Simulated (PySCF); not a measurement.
NMR shielding calculation of C$_{4}$H$_{5}$F$_{3}$O

C$_{4}$H$_{5}$F$_{3}$O, SMILES C=C(CO)C(F)(F)F, computed with GIAO PBE0/pcSseg-1 NMR shielding, non-relativistic, gas phase (PySCF 2.14.0).

The geometry comes from this level: GFN2-xTB, MD frame at 800 fs, 200 K. It belongs to a series of runs on one base structure; here: MD frame at 800 fs, 200 K. Figures and captions count atoms from 1; the log counts them from 0 in places.

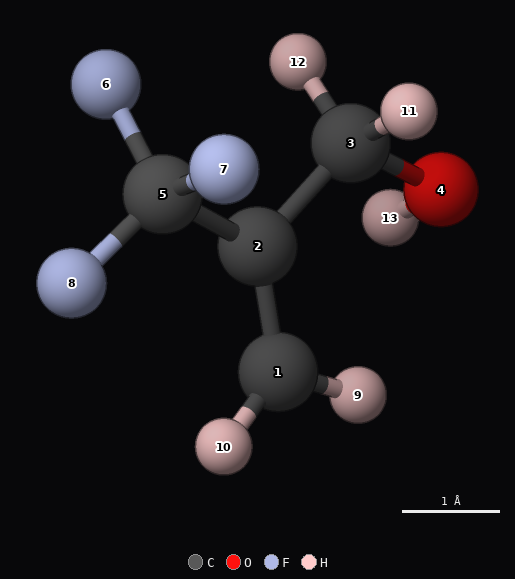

Fig. 1: The input geometry (ball-and-stick view, seen at a tilt; atoms are numbered from 1 in the order of the input). Bond lengths as drawn: C–C 1.33 to 1.53 Å, C–F 1.34 to 1.36 Å, C–H 1.06 to 1.13 Å, C–O 1.43 Å and H–O 0.94 Å.

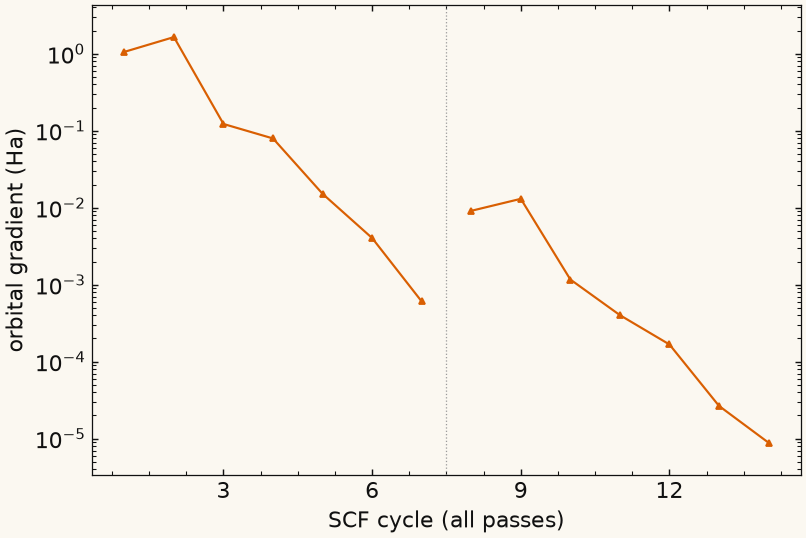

Fig. 2: Convergence of the self-consistent field: orbital gradient against the SCF cycle. The dotted line marks the change from a coarse to the final integration grid. The first 7 cycles use a coarse grid, the final grid takes over at cycle 8, and the field converges after 14 cycles in all.

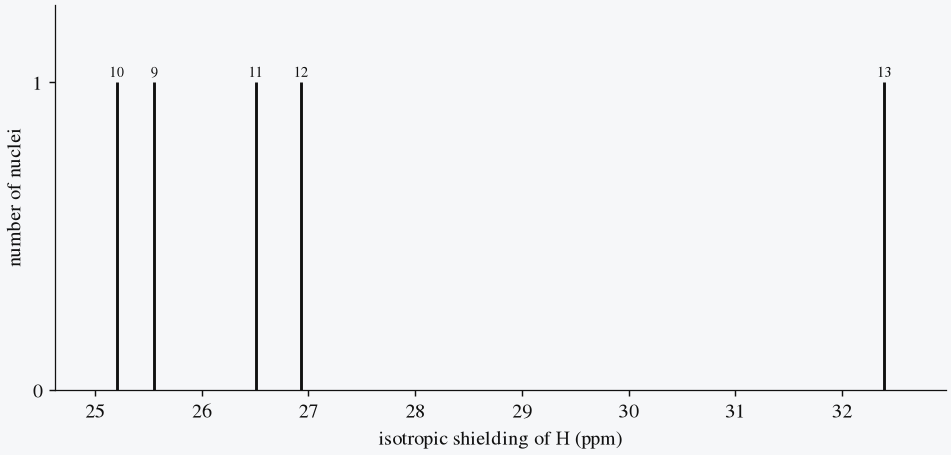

Fig. 3: Isotropic shieldings of the hydrogen nuclei in this fixed geometry, labelled by atom number; shielding grows to the right, so chemical shift grows to the left. The least shielded is H10 (25.2 ppm), the most shielded H13 (32.4 ppm).

These pictures come from the run below.

**The input**
```
{"job": {"kind": "nmr", "xc": "PBE0", "basis": "pcSseg-1", "pop": false}, "charge": 0, "multiplicity": 1}
C     -1.520300     1.074500     0.328400
C     -1.105000    -0.186200     0.440500
C      0.329000    -0.582000     0.483200
O      1.157900     0.538400     0.822300
C     -1.962700    -1.399600     0.076700
F     -1.691600    -2.420200     0.938600
F     -1.715200    -1.783000    -1.179900
F     -3.282300    -1.098200     0.099200
H     -0.773400     1.822600     0.447400
H     -2.528300     1.330200     0.031700
H      0.669000    -0.948100    -0.528200
H      0.467300    -1.353200     1.241800
H      0.840700     0.844400     1.655800
```

The first line tells a small driver script what to run in PySCF; the rest is the geometry in Å.

Launch command:
```bash
OMP_NUM_THREADS=1 python <driver script> task.json out
```

**Log**
```
coarse grid: 11792 points
cycle   1  E = -529.2914130986  dE =  1.215e+00  |g| = 1.060e+00  |ddm| = 3.189e+00
cycle   2  E = -529.0368271471  dE =  2.546e-01  |g| = 1.650e+00  |ddm| = 1.869e+00
cycle   3  E = -529.4835469028  dE = -4.467e-01  |g| = 1.226e-01  |ddm| = 1.298e+00
cycle   4  E = -529.4857464569  dE = -2.200e-03  |g| = 7.946e-02  |ddm| = 1.606e-01
cycle   5  E = -529.4872460262  dE = -1.500e-03  |g| = 1.517e-02  |ddm| = 6.783e-02
cycle   6  E = -529.4872958694  dE = -4.984e-05  |g| = 4.037e-03  |ddm| = 1.430e-02
cycle   7  E = -529.4872997301  dE = -3.861e-06  |g| = 6.054e-04  |ddm| = 4.149e-03
final grid: 117712 points
cycle   8  E = -529.5655404364  dE = -4.790e-05  |g| = 9.119e-03  |ddm| = 3.043e-02
cycle   9  E = -529.5655260429  dE =  1.439e-05  |g| = 1.306e-02  |ddm| = 1.643e-02
cycle  10  E = -529.5655567873  dE = -3.074e-05  |g| = 1.168e-03  |ddm| = 9.746e-03
cycle  11  E = -529.5655570550  dE = -2.677e-07  |g| = 4.022e-04  |ddm| = 1.136e-03
cycle  12  E = -529.5655570891  dE = -3.416e-08  |g| = 1.672e-04  |ddm| = 4.273e-04
cycle  13  E = -529.5655570957  dE = -6.516e-09  |g| = 2.660e-05  |ddm| = 1.510e-04
cycle  14  E = -529.5655570958  dE = -1.291e-10  |g| = 8.847e-06  |ddm| = 2.944e-05
converged SCF energy = -529.5655570958

GIAO shielding tensors (ppm)
atom      isotropic    diamagn.    paramagn.     s11        s22        s33       span
  0 C       62.947     253.973    -191.026    -54.496     60.225    183.111    237.607
  1 C       31.871     267.274    -235.402    -79.128     44.944    129.798    208.927
  2 C      118.581     242.342    -123.761    100.523    104.248    150.973     50.450
  3 O      311.289     388.959     -77.670    270.514    295.050    368.303     97.788
  4 C       51.692     245.882    -194.190     43.530     51.974     59.573     16.043
  5 F      256.370     473.644    -217.274    165.242    258.610    345.259    180.016
  6 F      245.746     475.466    -229.720    166.831    239.230    331.177    164.346
  7 F      258.938     470.555    -211.618    170.024    254.189    352.599    182.575
  8 H       25.553      32.761      -7.208     22.484     23.935     30.240      7.755
  9 H       25.203      29.691      -4.489     21.747     24.082     29.779      8.031
 10 H       26.507      28.838      -2.331     21.607     27.767     30.146      8.539
 11 H       26.930      29.675      -2.745     21.110     27.945     31.737     10.627
 12 H       32.396      34.052      -1.656     23.799     29.347     44.041     20.242
```

**Summary**

```csv
quantity,value
outcome,converged
total energy,−529.565557 hartree
HOMO,−8.20 eV
LUMO,−0.88 eV
dipole moment,1.45 D
"isotropic shielding, C",31.9 to 118.6 ppm
"isotropic shielding, O",311.3 ppm
"isotropic shielding, F",245.7 to 258.9 ppm
"isotropic shielding, H",25.2 to 32.4 ppm
hardware,"1 CPU thread, shared host"
wall time,16 s
peak memory,0.82 GiB
```
